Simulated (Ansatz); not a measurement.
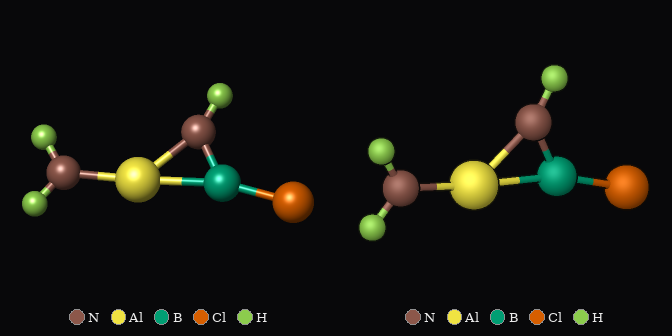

Both panels show the same species.

Which formula does it have?

AlBClH3N2, 8 atoms: 1 aluminium, 1 boron, 1 chlorine, 3 hydrogen and 2 nitrogen.

Write the SMILES.

[NH2][Al]1[NH][B]1Cl

How many atoms are distinct by symmetry?

8: 1 N, 1 Al, 1 N, 1 B, 1 Cl, 1 H, 1 H, 1 H.

Which point group does it belong to?

Cs.

How many bonds of each kind are drawn?

3 N–H, 2 Al–N, 1 B–N, 1 B–Cl, 1 Al–B.

The parts below concern this one geometry. Atoms keep their numbers from picture to picture. Computed geometry: PBE0-D4/def2-TZVP optimisation.

Shape

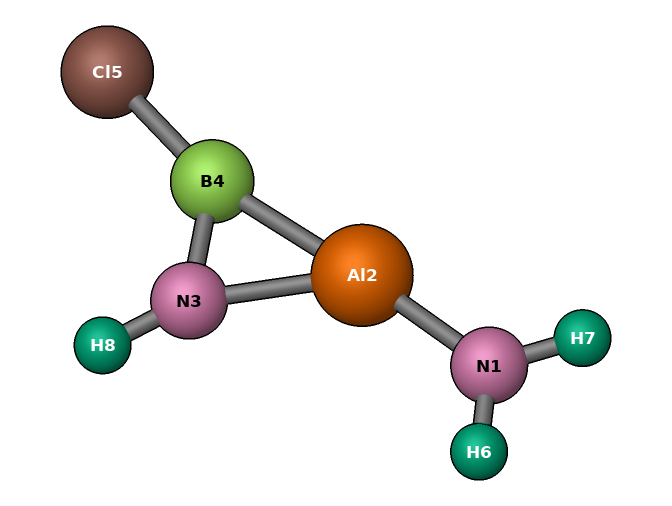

Numbered structure.

Give these bond angles: Al2–N1–H6, Al2–N1–H7, H6–N1–H7, N1–Al2–N3, N1–Al2–B4, N3–Al2–B4, Al2–N3–B4, Al2–N3–H8, B4–N3–H8, Al2–B4–N3, Al2–B4–Cl5, N3–B4–Cl5.

| angle | degrees |
| --- | --- |
| Al2–N1–H6 | 125.0 |
| Al2–N1–H7 | 124.6 |
| H6–N1–H7 | 110.4 |
| N1–Al2–N3 | 133.8 |
| N1–Al2–B4 | 176.8 |
| N3–Al2–B4 | 43.0 |
| Al2–N3–B4 | 74.9 |
| Al2–N3–H8 | 158.3 |
| B4–N3–H8 | 126.8 |
| Al2–B4–N3 | 62.1 |
| Al2–B4–Cl5 | 166.7 |
| N3–B4–Cl5 | 131.3 |

Levels of theory compared

Program: Ansatz 0.2.0.

Compare HOMO–LUMO gap (eV) at these levels: BHLYP-D4/def2-TZVPP; CAM-B3LYP-D4/def2-TZVPP; PBE-D4/def2-TZVPP; PBE0-D4/def2-QZVPP; revPBE-D4/def2-TZVPP; ωB97M-V/def2-QZVPP.

| level | HOMO–LUMO gap (eV) |
| --- | --- |
| BHLYP-D4/def2-TZVPP | 7.42 |
| CAM-B3LYP-D4/def2-TZVPP | 7.88 |
| PBE-D4/def2-TZVPP | 3.87 |
| PBE0-D4/def2-QZVPP | 5.60 |
| revPBE-D4/def2-TZVPP | 3.91 |
| ωB97M-V/def2-QZVPP | 9.02 |

Dipole moment

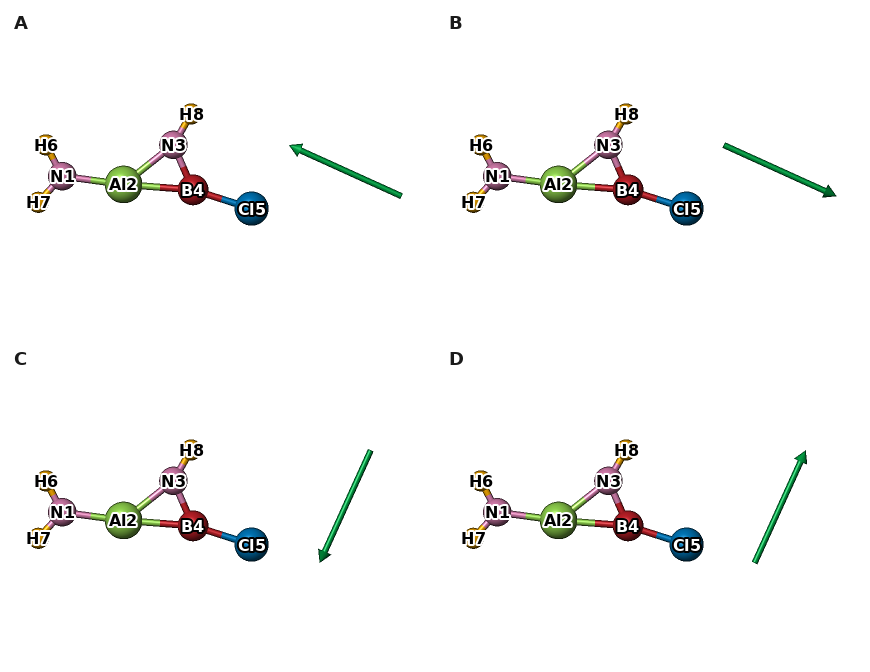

The same molecule four times, each with an arrow. Method: RKS PBE0-D4/def2-TZVP (Ansatz 0.2.0).

Which arrow points along the dipole moment, from the negative to the positive end?

A. The dipole moment is 3.51 D; it points from the side of Cl5 to the side of H6 (the outermost atoms at the two ends).

Charges

The questions are on Mulliken charges. Properties computed with RKS r2SCAN-D4/def2-TZVPP (Ansatz 0.2.0).

Give the Mulliken charges atom by atom.

```tsv
atom	value (e)
N1	−0.47
Al2	0.25
N3	−0.33
B4	0.28
Cl5	−0.17
H6	0.16
H7	0.16
H8	0.12
```

Mulliken values depend strongly on the basis set and can even reverse the polarity of a bond.
